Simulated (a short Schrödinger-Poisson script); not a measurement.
System: MOS inversion layer, SiO2 on p-type InP, at 300 K.

```csv
layer,material,thickness (nm),Na (cm⁻³)
1,SiO2,2.6,-
2,InP,740,4.1e17
```

Constants are typed, rounded textbook-type inputs, not results; the design itself was drawn at random and stands for no fabricated device. SiO2: permittivity 3.9, conduction-band edge (eV) 3.48, gap (eV) 9, electron mass (mₑ) 0.5. InP: permittivity 12.5, conduction-band edge (eV) 0, gap (eV) 1.344, Nv at 300 K (cm⁻³) 1.1e19.

Channel valleys (confinement mass, in-plane density-of-states mass, number): Γ 0.08, 0.08, 1. At the gate the conduction-band edge of layer 1 lies 3.67 eV − eVg above the Fermi level of the channel; the field vanishes at the back. Gaps are held at their typed values at every temperature. Mesh 0.03 nm at interfaces.

Solved with a short Schrödinger-Poisson script written for these runs: 1D Poisson equation in equilibrium, electrons quantum, Hartree (BenDaniel-Duke, 12 states a valley, the channel's in-plane mass for all, wave functions free to enter the dielectric), parabolic valleys, classical holes, full ionisation, no traps, pinning or gate leakage.

Only gate voltages with over 1e8 electrons/cm² are shown.

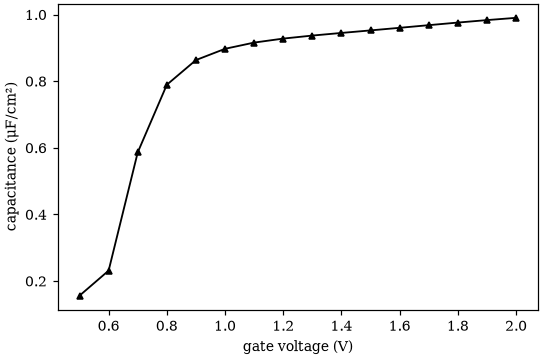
Figure. Quasi-static capacitance against gate voltage

```csv
Vg (V),electrons (cm⁻²),C (μF/cm²),Γ E0 (meV),Γ E1 (meV)
0.5,8.51e8,0.156,179.0,326.7
0.7,2.05e11,0.587,34.2,189.8
0.9,1.11e12,0.864,-24.8,139.0
1.1,2.20e12,0.916,-63.4,108.3
1.3,3.34e12,0.937,-98.2,81.4
1.5,4.49e12,0.953,-131.5,56.2
1.7,5.67e12,0.969,-163.4,33.3
1.9,6.88e12,0.984,-193.6,13.2
```

Subbands count from the Fermi level.

Above a few 1e12 electrons/cm² a light Γ valley is non-parabolic and upper valleys begin to fill, which the model leaves out.
